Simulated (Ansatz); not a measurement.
**B2PLYP/aug-cc-pVDZ run of BGeH5 (SMILES [BH2][GeH3])**

What is the electronic atomisation energy of BGeH5 at B2PLYP/aug-cc-pVDZ? 

The results are computed with Ansatz 0.2.0.

48 further runs of the same task are left out: 48 set aside as unsound or not needed.

## 1. The structure to begin with

The species is BGeH5 (7 atoms), meant as a singlet with charge 0. SMILES: `[BH2][GeH3]`. The shape is that of a PBE0-D4/def2-TZVP optimisation.

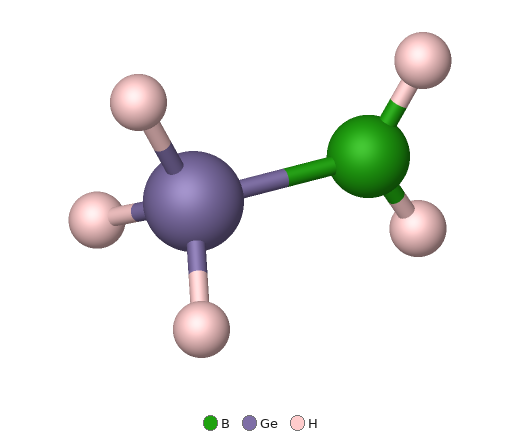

The structure, seen from a chosen angle (boron green, germanium purple, hydrogen pink).

## 2. The energy at B2PLYP/aug-cc-pVDZ

Input file in.yaml:

```yaml
crystal:
  periodic: [false, false, false]
  atoms:
    - {symbol: B, position_ang: [0.007500, -1.219800, 0.268100]}
    - {symbol: Ge, position_ang: [0.048900, 0.786100, -0.183400]}
    - {symbol: H, position_ang: [-1.044400, -1.784600, 0.312800]}
    - {symbol: H, position_ang: [0.997700, -1.849300, 0.488600]}
    - {symbol: H, position_ang: [-0.601100, 1.019700, -1.562200]}
    - {symbol: H, position_ang: [-0.799800, 1.566200, 0.840700]}
    - {symbol: H, position_ang: [1.452500, 1.413700, -0.210300]}
basis:
  gaussian:
    orbitals: aug-cc-pVDZ
correlation:
  frozen_orbitals: {B: 1, Ge: 9, H: 0}
output: {orbitals: {seedname: orbitals}}
accuracy: high
hamiltonian:
  xc: {name: B2PLYP}
```

Command:

```
$ ansatz run in.yaml --threads 1 --pin off --max-ram 3480MiB --events-out events.jsonl --progress --plain --runs-dir runs
```

Output:

```text
Warning: RAYON_NUM_THREADS=1 ignored (pool sized by the plan → 1); use --threads N
Functional definition: B2PLYP
  name "B2PLYP"
  parameter a = 0.53
  parameter c = 0.27
  exchange = (1 - a)*b88_x + a*exact_x
  correlation = (1 - c)*lyp_c + c*(mp2_os + mp2_ss)
2078 factors; integrals over basis functions are off by at most 4.6e-9 eV
mean field evaluation 1: about -57258.8118 eV, gradient 1.2e1 eV
mean field evaluation 2: about -57258.8702 eV, gradient 1.2e1 eV
mean field evaluation 4: about -57259.4574 eV, gradient 9.7e-1 eV
mean field evaluation 8: about -57259.4625 eV, gradient 4.9e-3 eV
mean field evaluation 16: about -57259.4625 eV, gradient 1.2e-6 eV
mean field -57259.46249566 eV, -2104.2464348577 hartree, gradient 9.5e-8 eV, S^2 0.000000; 0 other end points of the search recorded, 0 dependent functions left out
10 core orbitals not correlated: weight in the atoms' cores, before any rotation towards them, 1.000 or more for the frozen orbitals, at most 0.000 for the correlated occupied ones
reference -57259.46253002 eV, -2104.2464361207 hartree; 11, 11 occupied and 83, 83 virtual orbitals, 2078 factors
second order -7.44413252 eV of doubles, -0.00000000 eV of singles
Total energy: -57261.47244581 eV, -2104.3202991633 hartree
```

Wall time 7.5 s (1 thread of AMD EPYC 9R45 (Zen 5), shared host); peak memory 0.35 GiB.

## 3. The B atom, same level

Input file job.yaml:

```yaml
crystal:
  periodic: [false, false, false]
  atoms:
    - {symbol: B, position_ang: [0.000000, 0.000000, 0.000000]}
basis:
  gaussian:
    orbitals: aug-cc-pVDZ
magnetization:
  spin_polarized: true
  initial_magnetization: 1
hamiltonian:
  xc: {name: B2PLYP}
correlation:
  frozen_orbitals: {B: 1}
accuracy: high
```

Run the same way, it converges to -24.63149 Eh (log not shown).

## 4. The Ge atom at the same level

Input file in.yaml:

```yaml
crystal:
  periodic: [false, false, false]
  atoms:
    - {symbol: Ge, position_ang: [0.000000, 0.000000, 0.000000]}
basis:
  gaussian:
    orbitals: aug-cc-pVDZ
magnetization:
  spin_polarized: true
  initial_magnetization: 2
hamiltonian:
  xc: {name: B2PLYP}
correlation:
  frozen_orbitals: {Ge: 9}
accuracy: high
```

Command:

```
$ ansatz run in.yaml --threads 1 --pin off --max-ram 3480MiB --events-out events.jsonl --progress --plain --runs-dir runs
```

Output, shortened:

```text
Warning: RAYON_NUM_THREADS=1 ignored (pool sized by the plan → 1); use --threads N
Functional definition: B2PLYP
  name "B2PLYP"
[...]
352 factors; integrals over basis functions are off by at most 4.5e-9 eV
[...]
mean field -56503.46693302 eV, -2076.4641103631 hartree, gradient 8.0e-8 eV, S^2 2.004540; 0 other end points of the search recorded, 0 dependent functions left out
9 core orbitals not correlated: weight in the atoms' cores, before any rotation towards them, 1.000 or more for the frozen orbitals, at most 0.000 for the correlated occupied ones
reference -56503.46694893 eV, -2076.4641109477 hartree; 8, 6 occupied and 19, 21 virtual orbitals, 352 factors
second order -2.05737133 eV of doubles, -0.00000000 eV of singles
Total energy: -56504.02243919 eV, -2076.4845248382 hartree
```

Wall time 1.1 s (1 thread of AMD EPYC 9R45 (Zen 5), shared host); peak memory 0.12 GiB.

## 5. The H atom at the same level

Input file run.yaml:

```yaml
crystal:
  periodic: [false, false, false]
  atoms:
    - {symbol: H, position_ang: [0.000000, 0.000000, 0.000000]}
basis:
  gaussian:
    orbitals: aug-cc-pVDZ
correlation:
  frozen_orbitals: {H: 0}
accuracy: high
magnetization:
  spin_polarized: true
  initial_magnetization: 1
hamiltonian:
  xc: {name: B2PLYP}
```

Run the same way, it converges to -0.49815 Eh (log not shown).

## 6. Summary of results

At B2PLYP/aug-cc-pVDZ, 10 core orbitals frozen:

| quantity | value |
| --- | --- |
| molecule: total energy | -2104.32030 Eh |
| molecule: HOMO energy (SCF part's orbitals) | -9.40 eV |
| molecule: LUMO energy (SCF part's orbitals) | -1.09 eV |
| molecule: HOMO–LUMO gap (SCF part's orbitals) | 8.30 eV |
| B atom: total energy | -24.63149 Eh |
| B atom: ⟨S²⟩ | 0.756 |
| Ge atom: total energy | -2076.48452 Eh |
| Ge atom: ⟨S²⟩ | 2.005 |
| H atom: total energy | -0.49815 Eh |
| H atom: ⟨S²⟩ | 0.750 |
| electronic atomisation energy | 19.416 eV |

Taking the molecule apart into free atoms costs 19.42 eV (1873 kJ/mol), before zero-point energy and without spin-orbit coupling.
